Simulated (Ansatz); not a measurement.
## Two runs on Bi3Te

System: Bi3Te, charge +1.
Method of run A: RKS PBE-D4/def2-SVP (Ansatz 0.2.0).

The geometry: PBE-D4/def2-SVP start. Text and figures count atoms from 1; the logs count them from 0 in places.

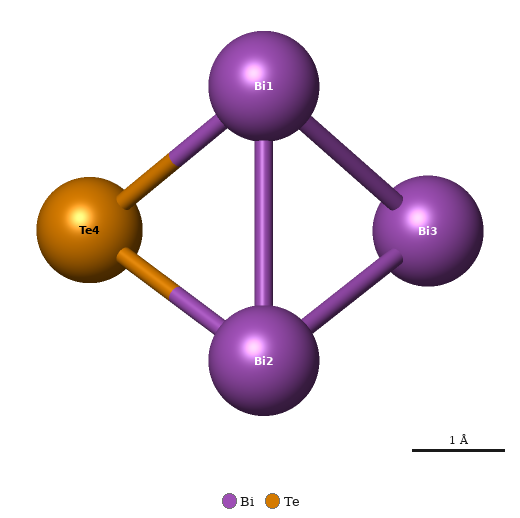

Figure 1. The structure as given in the input (ball-and-stick view, seen at a tilt; atoms are numbered from 1 in the order of the input). Sticks mark near contacts.

**Input file, run A**
```yaml
crystal:
  periodic: [false, false, false]
  atoms:
    - {symbol: Bi, position_ang: [-1.663186, 0.335887, 0.403222]}
    - {symbol: Bi, position_ang: [1.033534, -0.626944, 1.257126]}
    - {symbol: Bi, position_ang: [0.802243, 1.878378, -0.415585]}
    - {symbol: Te, position_ang: [-0.172582, -1.587322, -1.244763]}
basis:
  gaussian: {orbitals: def2-SVP}
total_charge: 1
hamiltonian: {xc: pbe, dispersion: d4}
scf: {lower_state_search: "off"}
output: {orbitals: {seedname: orbitals}}
relax: {f_tol: 0.02, max_steps: 100}
```

Launched with:
```bash
ansatz run in.yaml --threads 4 --pin off --events-out ev --progress --plain --max-ram 8704MiB
```

Hardware: 4 threads of Intel Xeon, 54 GiB of memory available, shared host.

**Output, shortened to warnings, some set-up lines, iterations and results (run A)**
```
[...]
mean field evaluation 1: about -24811.0085 eV, gradient 2.8e1 eV
mean field evaluation 2: about -24771.4414 eV, gradient 8.7e1 eV
mean field evaluation 4: about -24813.8351 eV, gradient 1.1e1 eV
mean field evaluation 8: about -24814.4425 eV, gradient 3.6e-1 eV
mean field evaluation 16: about -24814.3851 eV, gradient 4.1e-4 eV
relax step   1: F+E_penalty+E_count = -24814.70256996 eV  Δ(F+E_penalty+E_count) = +0.000e0 eV  max|allowed force component| = 1.137e0 eV/Å  Δτ_max = 0.0000 Å  (20 SCF iters, …
relax step   2: F+E_penalty+E_count = -24815.21964943 eV  Δ(F+E_penalty+E_count) = -5.171e-1 eV  max|allowed force component| = 1.136e0 eV/Å  Δτ_max = 0.1978 Å  (28 SCF …
mean field evaluation 32: about -24815.0667 eV, gradient 1.6e1 eV
relax step   3: F+E_penalty+E_count = -24815.52617684 eV  Δ(F+E_penalty+E_count) = -3.065e-1 eV  max|allowed force component| = 6.039e-1 eV/Å  Δτ_max = 0.1927 Å  (28 SCF …
relax step   4: F+E_penalty+E_count = -24815.47757250 eV  Δ(F+E_penalty+E_count) = +4.860e-2 eV  max|allowed force component| = 7.024e-1 eV/Å  Δτ_max = 0.1440 Å  (27 SCF …
relax step   5: F+E_penalty+E_count = -24815.56217155 eV  Δ(F+E_penalty+E_count) = -3.599e-2 eV  max|allowed force component| = 3.839e-2 eV/Å  Δτ_max = 0.0558 Å  (20 SCF …
mean field evaluation 64: about -24815.2439 eV, gradient 1.5e-6 eV
relax step   6: F+E_penalty+E_count = -24815.56249923 eV  Δ(F+E_penalty+E_count) = -3.277e-4 eV  max|allowed force component| = 3.100e-3 eV/Å  Δτ_max = 0.0052 Å  (22 SCF …
Total energy: -24815.56252962 eV, -911.9551023712 hartree
Atom 0 at    -1.740102     0.313043     0.539933 Å, force    -0.002435     0.000096     0.002183 eV/Å
Atom 1 at     0.998111    -0.664602     1.406975 Å, force     0.000462    -0.000938     0.003100 eV/Å
Atom 2 at     0.760199     1.556808    -0.645397 Å, force     0.000656    -0.000665    -0.002820 eV/Å
Atom 3 at    -0.018200    -1.205250    -1.301511 Å, force     0.001318     0.001507    -0.002463 eV/Å
Dipole moment:     0.001665     0.108515     0.117099 e Å
Checks for a lower state left out: stability, starts, cluster_reference, orbital_swaps, neighbouring_geometries, increment
```

For run B the input was changed thus:
```diff
-total_charge: 1
+magnetization: {spin_polarized: true, initial_magnetization: 3}
```

How does run B compare with run A?

The total energies belong to different systems, so their difference says nothing on which is more stable or more accurate. The HOMO goes from −9.88 to −4.13 eV. The LUMO goes from −7.11 to −3.85 eV. On the same kind of shared host run B took about 1.6 times as long.

**Output, shortened to warnings, some set-up lines, iterations and results (run B)**
```
[...]
mean field evaluation 1: about -24818.2811 eV, gradient 7.7e0 eV
mean field evaluation 2: about -24811.0046 eV, gradient 2.8e1 eV
mean field evaluation 4: about -24818.8088 eV, gradient 2.3e0 eV
mean field evaluation 8: about -24818.8599 eV, gradient 1.0e-1 eV
mean field evaluation 16: about -24818.8050 eV, gradient 6.7e-4 eV
relax step   1: F+E_penalty+E_count = -24819.13098513 eV  Δ(F+E_penalty+E_count) = +0.000e0 eV  max|allowed force component| = 1.549e0 eV/Å  Δτ_max = 0.0000 Å  (20 SCF iters, …
mean field evaluation 32: about -24819.2316 eV, gradient 2.9e-6 eV
relax step   2: F+E_penalty+E_count = -24819.55260401 eV  Δ(F+E_penalty+E_count) = -4.216e-1 eV  max|allowed force component| = 9.665e-1 eV/Å  Δτ_max = 0.1949 Å  (34 SCF …
relax step   3: F+E_penalty+E_count = -24819.88261324 eV  Δ(F+E_penalty+E_count) = -3.300e-1 eV  max|allowed force component| = 8.608e-1 eV/Å  Δτ_max = 0.1952 Å  (27 SCF …
relax step   4: F+E_penalty+E_count = -24820.05349515 eV  Δ(F+E_penalty+E_count) = -1.709e-1 eV  max|allowed force component| = 2.699e-1 eV/Å  Δτ_max = 0.1908 Å  (26 SCF …
relax step   5: F+E_penalty+E_count = -24820.06567691 eV  Δ(F+E_penalty+E_count) = -1.218e-2 eV  max|allowed force component| = 6.695e-2 eV/Å  Δτ_max = 0.0364 Å  (21 SCF …
mean field evaluation 64: about -24819.7375 eV, gradient 2.1e-5 eV
relax step   6: F+E_penalty+E_count = -24820.06639939 eV  Δ(F+E_penalty+E_count) = -7.225e-4 eV  max|allowed force component| = 9.998e-3 eV/Å  Δτ_max = 0.0099 Å  (22 SCF …
Total energy: -24820.06643106 eV, -912.1206176962 hartree
Atom 0 at    -1.969026     0.503439     0.003299 Å, force     0.009998     0.000433    -0.001560 eV/Å
Atom 1 at     1.529648    -0.745717     1.111138 Å, force    -0.005232     0.005871    -0.006383 eV/Å
Atom 2 at     0.715632     1.880131    -0.140076 Å, force    -0.001048     0.003210     0.006930 eV/Å
Atom 3 at    -0.276245    -1.637854    -0.974361 Å, force    -0.003717    -0.009513     0.001013 eV/Å
Dipole moment:    -0.008480     0.139028     0.183542 e Å
Checks for a lower state left out: stability, starts, cluster_reference, orbital_swaps, neighbouring_geometries, increment
```

**The two runs side by side**

| quantity | run A | run B |
| --- | --- | --- |
| outcome | converged | converged |
| total energy (hartree) | −911.955102 | −912.120618 |
| HOMO (eV) | −9.88 | −4.13 |
| LUMO (eV) | −7.11 | −3.85 |
| largest force (eV/Å) | 0.003 | 0.010 |
| basis functions | 104 | 104 |
| dipole moment (D) | – | 1.11 |
| ⟨S²⟩ | – | 3.753 |
| wall time (shared host) | 5.5 s | 9.1 s |
